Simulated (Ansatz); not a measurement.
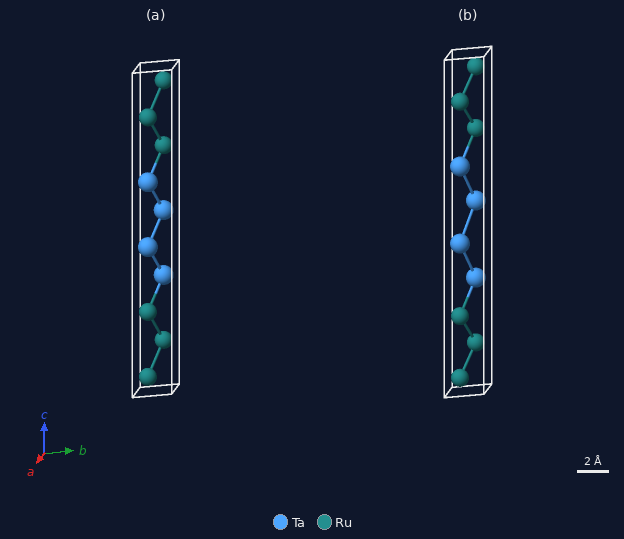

The structure of solid Ta$_{2}$Ru$_{3}$ (a generated structure, set up in P-3m1) (coarse preliminary run) before (left) and after (right) a relaxation, at one scale.

Style: ball-and-stick. Shown: the cell of the calculation, slightly off an axis.

These are results of DFT PBE, scalar-relativistic, plane waves, PAW (Ansatz 0.2.0), not measurements.

The input:
```yaml
crystal:
  lattice:
    - [2.76493058, 0.0, 0.0]
    - [-1.38246529, 2.39450012, 0.0]
    - [0.0, 0.0, 22.24236327]
  atoms:
    - { symbol: Ta, position: [0.33333333, 0.66666667, 0.35] }
    - { symbol: Ta, position: [0.33333333, 0.66666667, 0.55] }
    - { symbol: Ta, position: [0.66666667, 0.33333333, 0.45] }
    - { symbol: Ta, position: [0.66666667, 0.33333333, 0.65] }
    - { symbol: Ru, position: [0.33333333, 0.66666667, 0.95] }
    - { symbol: Ru, position: [0.33333333, 0.66666667, 0.15] }
    - { symbol: Ru, position: [0.33333333, 0.66666667, 0.75] }
    - { symbol: Ru, position: [0.66666667, 0.33333333, 0.05] }
    - { symbol: Ru, position: [0.66666667, 0.33333333, 0.25] }
    - { symbol: Ru, position: [0.66666667, 0.33333333, 0.85] }
basis:
  ecutwfc: 420
kpoints:
  mp_grid: { grid: [6, 6, 1] }
hamiltonian:
  xc: pbe
scf:
  occupations: { method: gaussian, width: 0.1 }
  lower_state_search: "off"
output:
  forces: true
  stress: true
  eigenvalues: true
relax:
  adjacent_minimum: "off"
  f_tol: 0.04
  max_steps: 70
  cell: { stress_tol: 0.4 }
```

Command:
```bash
ansatz run input.yaml --threads 4 --pin off --max-ram 8192MiB --backend cpu --events-out ev --progress --plain --runs-dir out
```

> What changed between the two?

The energy falls by 237 meV per atom in 5 accepted moves (6 points after the start). The largest force component goes from 3 to 0.013 eV/Å. The pressure goes from 17.67 to −0.16 GPa. The SCF was repeated once at an unchanged geometry on a basis and grid sized afresh for the cell, which shifted the energy by 0.4 meV per atom at most. The largest moves relative to the cell, 0.51 Å, are those of Ru7 and Ru9. Ru9 goes along −c. Largest moves by element: Ru 0.51 Å, Ta 0.50 Å. Cell: a = b 2.765 → 2.797 Å (+1.2 %), c 22.242 → 23.145 Å (+4.1 %). Volume +6.5 %. Near-neighbour distances that change, for instance: Ta1–Ta3 2.738 → 3.101 Å, Ta2–Ta3 2.738 → 3.095 Å, Ta1–Ru9 2.738 → 2.833 Å, Ru5–Ru8 2.738 → 2.652 Å. The space group stays P-3m1 (No. 164). Cost: 24 s on 4 threads of Arm Neoverse N1, on a shared host, peak memory 0.63 GiB.

Limits of the set-up: the k-point mesh is coarse for a cell with partly filled bands.
